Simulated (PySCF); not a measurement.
SMILES Cc1ccc([Si](C)(C)C)s1 at its GFN2-xTB optimised geometry (Å):

```
24

C     -1.9473    -2.9196     0.0009
C     -1.0197    -1.7570     0.0000
C      0.3400    -1.7570     0.0000
C      0.8947    -0.4591     0.0000
C     -0.0298     0.5413     0.0003
Si     0.2119     2.4104     0.0022
C     -0.6833     3.1398    -1.5157
C      2.0787     2.7775    -0.0782
C     -0.5439     3.1227     1.6023
S     -1.6323    -0.1353     0.0008
H     -1.3809    -3.8474    -0.0140
H     -2.5784    -2.9082     0.8889
H     -2.6000    -2.8925    -0.8708
H      0.9292    -2.6577    -0.0009
H      1.9533    -0.2687    -0.0006
H     -0.2683     2.7577    -2.4437
H     -1.7394     2.8875    -1.5006
H     -0.6025     4.2223    -1.5396
H      2.5307     2.3481    -0.9666
H      2.2586     3.8474    -0.1032
H      2.6000     2.3777     0.7857
H     -0.4668     4.2054     1.6273
H     -0.0428     2.7363     2.4849
H     -1.5956     2.8647     1.6831
```

Level of theory: PySCF with PBE/def2-SVP. Cells within 0.4 Å of a nucleus heavier than hydrogen are left out (blank, or x).

Map of the HOMO−1 amplitude (bohr^(-3/2)) on the plane z = 1.5 Å; orbital energy -5.90 eV, overall sign arbitrary:

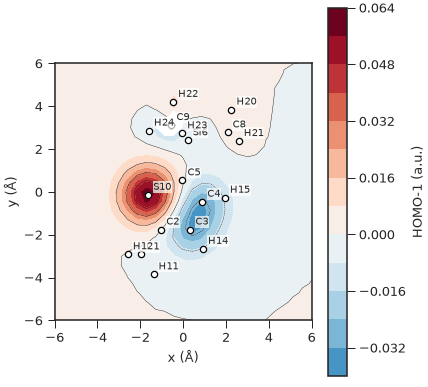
HOMO−1 amplitude (bohr^(-3/2)) on the plane z = 1.5 Å.
